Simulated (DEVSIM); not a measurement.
Device: Ge n-p junction from an implanted or diffused profile, at 300 K.

```tsv
layer (left to right)	material	thickness (μm)	Na (cm⁻³)	τn (s)	τp (s)
1	Ge	100	1.7e16	0.00022	0.00073
```

Added donor profile: 1.4e18 cm⁻³ × exp(−(x − 0.04 μm)²/(2·(0.046 μm)²)). Left contact: ohmic. Right contact: ohmic. Voltage is applied to the left contact. Recombination: SRH at mid-gap. Mobility is μmin + (μ − μmin)/(1 + (N/Nref)^α).

The device is made up for the run: typed textbook-type constants, with dimensions and the other settings drawn at random. Values at 300 K.

```csv
parameter,Ge
gap (eV),0.664
affinity (eV),4
permittivity,16
Nc (cm⁻³),1.04e19
Nv (cm⁻³),6e18
μn (cm²/Vs),3900
μp (cm²/Vs),1900
"μn,min",150
"μp,min",100
"Nref,n",2.6e17
"Nref,p",4e17
αn,0.56
αp,0.6
```

DEVSIM, 1D drift-diffusion, Boltzmann statistics, complete ionisation; no tunnelling, impact ionisation, image-force lowering or self-heating.

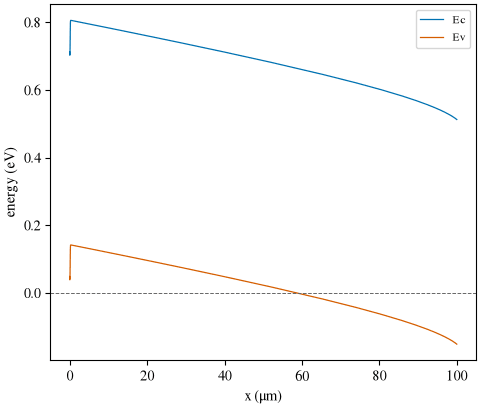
Fig. 1. Band edges at -0.65 V on the left contact

Energies count from the Fermi level of the right contact; mesh points crowd at the junctions.

```json
[
 {"x (μm)": "0.000", "Ec (eV)": "0.712", "Ev (eV)": "0.048", "n (cm⁻³)": "9.4e17", "p (cm⁻³)": "4.6e8", "field (V/cm)": "-4400"},
 {"x (μm)": "0.02391", "Ec (eV)": "0.704", "Ev (eV)": "0.040", "n (cm⁻³)": "1.3e18", "p (cm⁻³)": "1.8e14", "field (V/cm)": "-2000"},
 {"x (μm)": "0.05371", "Ec (eV)": "0.704", "Ev (eV)": "0.040", "n (cm⁻³)": "1.3e18", "p (cm⁻³)": "4.5e14", "field (V/cm)": "1700"},
 {"x (μm)": "0.08768", "Ec (eV)": "0.717", "Ev (eV)": "0.053", "n (cm⁻³)": "7.9e17", "p (cm⁻³)": "1.1e15", "field (V/cm)": "6000"},
 {"x (μm)": "0.1403", "Ec (eV)": "0.764", "Ev (eV)": "0.100", "n (cm⁻³)": "1.3e17", "p (cm⁻³)": "8.2e15", "field (V/cm)": "10000"},
 {"x (μm)": "0.1817", "Ec (eV)": "0.796", "Ev (eV)": "0.132", "n (cm⁻³)": "3.7e16", "p (cm⁻³)": "2.8e16", "field (V/cm)": "4300"},
 {"x (μm)": "0.2222", "Ec (eV)": "0.804", "Ev (eV)": "0.140", "n (cm⁻³)": "2.6e16", "p (cm⁻³)": "4.0e16", "field (V/cm)": "730"},
 {"x (μm)": "0.2878", "Ec (eV)": "0.806", "Ev (eV)": "0.142", "n (cm⁻³)": "2.5e16", "p (cm⁻³)": "4.2e16", "field (V/cm)": "≈ 0"},
 {"x (μm)": "0.4118", "Ec (eV)": "0.805", "Ev (eV)": "0.141", "n (cm⁻³)": "2.5e16", "p (cm⁻³)": "4.2e16", "field (V/cm)": "-23"},
 {"x (μm)": "0.7390", "Ec (eV)": "0.805", "Ev (eV)": "0.141", "n (cm⁻³)": "2.5e16", "p (cm⁻³)": "4.2e16", "field (V/cm)": "-23"},
 {"x (μm)": "1.524", "Ec (eV)": "0.803", "Ev (eV)": "0.139", "n (cm⁻³)": "2.5e16", "p (cm⁻³)": "4.2e16", "field (V/cm)": "-23"},
 {"x (μm)": "4.720", "Ec (eV)": "0.795", "Ev (eV)": "0.131", "n (cm⁻³)": "2.5e16", "p (cm⁻³)": "4.2e16", "field (V/cm)": "-23"},
 {"x (μm)": "11.80", "Ec (eV)": "0.779", "Ev (eV)": "0.115", "n (cm⁻³)": "2.5e16", "p (cm⁻³)": "4.2e16", "field (V/cm)": "-23"},
 {"x (μm)": "28.78", "Ec (eV)": "0.739", "Ev (eV)": "0.075", "n (cm⁻³)": "2.4e16", "p (cm⁻³)": "4.1e16", "field (V/cm)": "-24"},
 {"x (μm)": "73.98", "Ec (eV)": "0.621", "Ev (eV)": "-0.043", "n (cm⁻³)": "1.7e16", "p (cm⁻³)": "3.4e16", "field (V/cm)": "-30"},
 {"x (μm)": "89.41", "Ec (eV)": "0.569", "Ev (eV)": "-0.095", "n (cm⁻³)": "1.1e16", "p (cm⁻³)": "2.8e16", "field (V/cm)": "-40"},
 {"x (μm)": "95.87", "Ec (eV)": "0.540", "Ev (eV)": "-0.124", "n (cm⁻³)": "6.0e15", "p (cm⁻³)": "2.3e16", "field (V/cm)": "-53"},
 {"x (μm)": "98.33", "Ec (eV)": "0.525", "Ev (eV)": "-0.139", "n (cm⁻³)": "3.0e15", "p (cm⁻³)": "2.0e16", "field (V/cm)": "-67"},
 {"x (μm)": "99.53", "Ec (eV)": "0.516", "Ev (eV)": "-0.148", "n (cm⁻³)": "9.9e14", "p (cm⁻³)": "1.8e16", "field (V/cm)": "-81"},
 {"x (μm)": "99.83", "Ec (eV)": "0.514", "Ev (eV)": "-0.150", "n (cm⁻³)": "3.7e14", "p (cm⁻³)": "1.7e16", "field (V/cm)": "-87"},
 {"x (μm)": "99.94", "Ec (eV)": "0.513", "Ev (eV)": "-0.151", "n (cm⁻³)": "1.2e14", "p (cm⁻³)": "1.7e16", "field (V/cm)": "-89"},
 {"x (μm)": "100.0", "Ec (eV)": "0.512", "Ev (eV)": "-0.152", "n (cm⁻³)": "2.6e10", "p (cm⁻³)": "1.7e16", "field (V/cm)": "-89"}
]
```
